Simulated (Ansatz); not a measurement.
# CH8GeNOSb: the cost of one run

All numbers below are computed with Ansatz 0.2.0 (RKS LDA/def2-SVP).

### Step 1. The structure to begin with

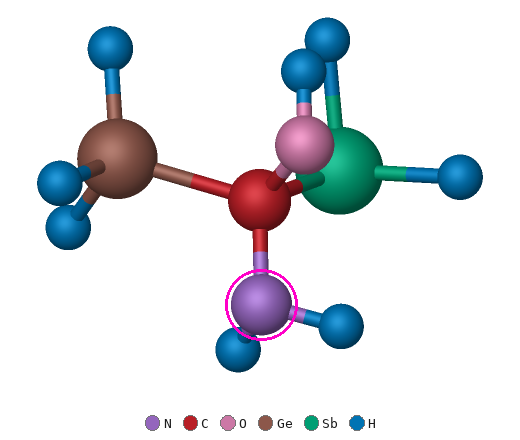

Start, viewed from a free direction; nitrogen purple, carbon red, oxygen pink, germanium brown, antimony teal, hydrogen blue. Ringed: N1.

Structure file:

```xyz
13

N    -1.4041    0.5882    0.7644
C    -0.3841    0.0796   -0.0693
O    -0.9528   -0.3821   -1.2886
Ge    0.5364   -1.3888    0.8837
Sb    1.1202    1.6132   -0.4725
H    -1.0293    1.0547    1.6170
H    -1.8590    1.4308    0.2339
H    -0.1171   -0.6649   -1.8380
H     1.0492   -0.8650    2.2691
H     1.6064   -1.9852    0.0425
H    -0.6045   -2.4972    1.1902
H     1.9902    0.6095   -1.5932
H     0.0689    2.3725   -1.7244
```

### Step 2. Relaxing end A

input.yaml reads:

```yaml
crystal:
  periodic: [false, false, false]
  atoms:
    - { symbol: "N", position_ang: [-1.4041, 0.5882, 0.7644] }
    - { symbol: C, position_ang: [-0.3841, 0.0796, -0.0693] }
    - { symbol: O, position_ang: [-0.9528, -0.3821, -1.2886] }
    - { symbol: Ge, position_ang: [0.5364, -1.3888, 0.8837] }
    - { symbol: Sb, position_ang: [1.1202, 1.6132, -0.4725] }
    - { symbol: H, position_ang: [-1.0293, 1.0547, 1.617] }
    - { symbol: H, position_ang: [-1.859, 1.4308, 0.2339] }
    - { symbol: H, position_ang: [-0.1171, -0.6649, -1.838] }
    - { symbol: H, position_ang: [1.0492, -0.865, 2.2691] }
    - { symbol: H, position_ang: [1.6064, -1.9852, 0.0425] }
    - { symbol: H, position_ang: [-0.6045, -2.4972, 1.1902] }
    - { symbol: H, position_ang: [1.9902, 0.6095, -1.5932] }
    - { symbol: H, position_ang: [0.0689, 2.3725, -1.7244] }
basis:
  gaussian: { orbitals: def2-SVP }
hamiltonian:
  xc: lda
relax:
  f_tol: 0.015
  max_steps: 40
```

Started as:

```sh
$ ansatz run input.yaml --threads 2 --pin off --max-ram 3072MiB --backend cpu --events-out ev --progress --plain --runs-dir out
```

What time and memory should one allow on 2 threads of Arm Neoverse V1, shared host?

About 38 s, with a peak of 0.2 GiB.
